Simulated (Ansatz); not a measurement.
## Electronic structure of CH2FOSi (charge −1) in real space

```xyz
6

O    -1.2918    0.3823   -1.1892
Si    0.1991    1.1514   -0.7031
C     0.7510   -0.0004    0.5289
F     0.0291   -1.1623    0.8717
H    -1.3550   -0.4171   -0.6483
H     1.6676    0.0460    1.1400
```

The highest occupied orbital lies above zero, a sign that basis and functional describe the outermost electron poorly.

These are results of Ansatz 0.2.0, RKS PBE0-D4/def2-SVP, not measurements.

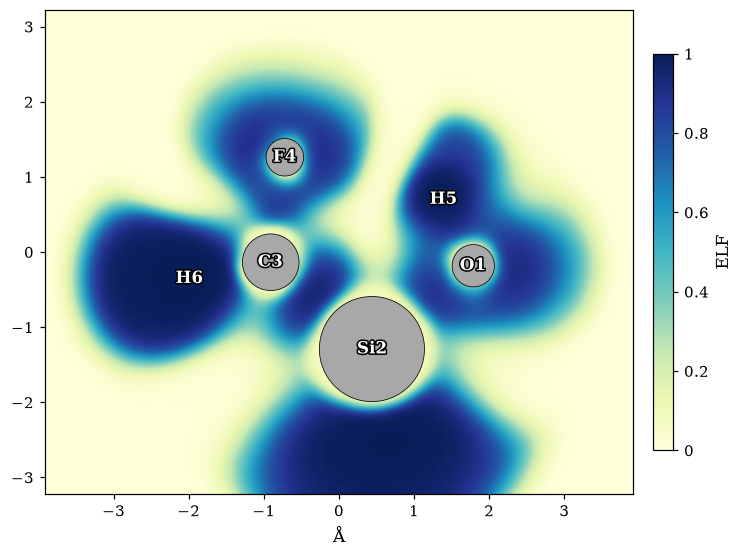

Figure 1. ELF on the molecular plane. Grey discs cover the atomic cores.

> Describe what can be read from this map.

- The plane passes through O, Si, C, F and H nuclei.
- C–F (1.41 Å): the ELF peaks at about 0.85 between the atoms: a polar covalent bond.
- Si–O (1.75 Å): the ELF peaks at about 0.85 between the atoms (a polar covalent bond).
- C–Si (1.77 Å): the ELF peaks at about 0.95 between the atoms (localised, covalent bonding).
- O–H (0.97 Å): the ELF climbs to about 1 towards the hydrogen, as it does in any bond to H: an ordinary covalent bond to hydrogen.
- C–H (1.10 Å): the ELF climbs to about 1 towards the hydrogen; an ordinary covalent bond to hydrogen.
- The ELF also peaks beside Si2, O1 and F4, away from the bonds: lone-pair regions.

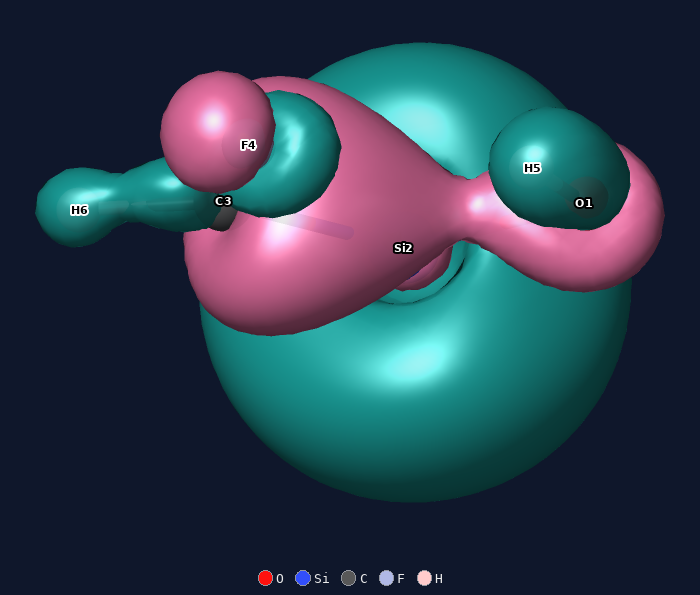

Figure 2. The HOMO−1 at ±0.1 Å⁻³ᐟ² (teal and pink are the two phases), seen from one side.

> What is the character of this orbital?

By Hirshfeld shares it lies mainly on Si2 (about 75 %) and C3 (about 10 %); it is symmetric in the molecular plane (an in-plane orbital: σ, lone-pair or in-plane π type). Its energy is −0.58 eV.

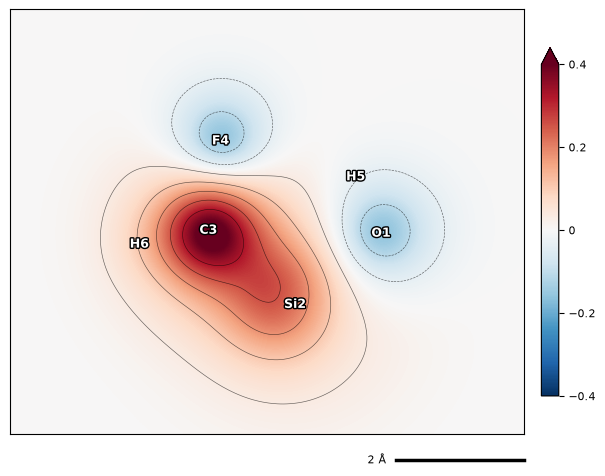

Figure 3. The HOMO on a plane 0.8 Å above the molecular plane (values in Å⁻³ᐟ²; the overall sign is arbitrary).

> Where does this orbital lie, and at what energy?

Its weight (Hirshfeld) is mainly on C3 (about 45 %), Si2 (about 30 %), F4 (about 10 %) and O1 (about 5 %); it changes sign across the molecular plane (π type); π-bonding across Si2–C3. Its energy is 0.42 eV.
